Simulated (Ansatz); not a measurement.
# BH (triplet): from Hartree-Fock to the top rungs at distance B1–H2 = 1.938 Å, cc-pVQZ

How much of the correlation energy of BH (triplet) does each wave-function method recover here?

Method: cc-pVQZ, core rule «outside noble gas», up to 1 orbitals frozen; program: Ansatz 0.2.0, Gaussian basis.

To be run: UHF; CCSD(T) on ROHF; CCSD(T) on UHF; BCCD(T) on ROHF; CCSDT(Q) on ROHF; CCSDT(Q) on UHF; CASSCF and NEVPT2, 4 electrons in 5 orbitals; Full CI.

17 further runs of the same task are left out: 10 that didn't finish, 7 set aside as unsound or not needed.

### 1 The system

The geometry derives from a PBE0/def2-TZVP stationary point (not a proven minimum). One bond is set to the value named and the two fragments are kept rigid.

2 atoms, charge 0, spin multiplicity 3.

Atoms are counted from 1 here; the program's logs count them from 0.

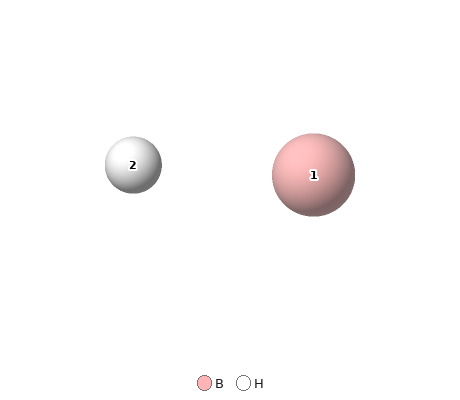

The geometry (boron pink, hydrogen white); atoms are numbered from 1 in the order of the file.

### 2 UHF

in.yaml reads:

```yaml
crystal:
  periodic: [false, false, false]
  atoms:
    - {symbol: B, position_ang: [0.000000, 0.000000, 0.000000]}
    - {symbol: H, position_ang: [0.000000, 0.000000, 1.938000]}
basis:
  gaussian: {orbitals: cc-pVQZ}
magnetization: {spin_polarized: true, initial_magnetization: 2}
hamiltonian: {xc: hf}
output: {orbitals: {seedname: orbitals}}
```

Command:

```
> ansatz run in.yaml --threads 1 --pin off --events-out ev --progress --plain --max-ram 2393MiB
```

The runs that follow: CCSD(T) on ROHF; CCSD(T) on UHF; BCCD(T) on ROHF; CCSDT(Q) on ROHF; CCSDT(Q) on UHF; CASSCF and NEVPT2, 4 electrons in 5 orbitals; Full CI.

**Question.** What will the summary of the whole plan be? Wanted: FCI below the RHF energy; RMP2 from FCI; UMP2 from FCI; RCCSD from FCI; RCCSD(T) from FCI; UCCSD(T) from FCI; RCCSDT(Q) from FCI; UCCSDT(Q) from FCI; NEVPT2 valence from FCI.

The runs gave:

```
                         quantity                                                              value
         FCI below the RHF energy                                                         -2.4499 eV
                    RMP2 from FCI                                                         +776.7 meV
                    UMP2 from FCI                                                         +743.8 meV
                   RCCSD from FCI                                                          +90.2 meV
                RCCSD(T) from FCI                                                          +20.6 meV
                UCCSD(T) from FCI                                                          +20.9 meV
               RCCSDT(Q) from FCI                                                           +0.1 meV
               UCCSDT(Q) from FCI                                                           -0.5 meV
          NEVPT2 valence from FCI                                                         +298.0 meV
levels within 1 kcal/mol (43 meV)  RCCSD(T), UCCSD(T), BCCD(T), RCCSDT, UCCSDT, RCCSDT(Q), UCCSDT(Q)
                    T1 diagnostic                                                              0.079
   effectively unpaired electrons                                                               2.08
```

RCCSD(T) misses by +20.6 meV, 0.8 % of the correlation energy. The occupations are near whole numbers, but T1 = 0.079 shows that the orbitals relax strongly. These misses are within one basis, not against nature; the frozen cores of restricted and unrestricted runs differ, which can shift their rows.
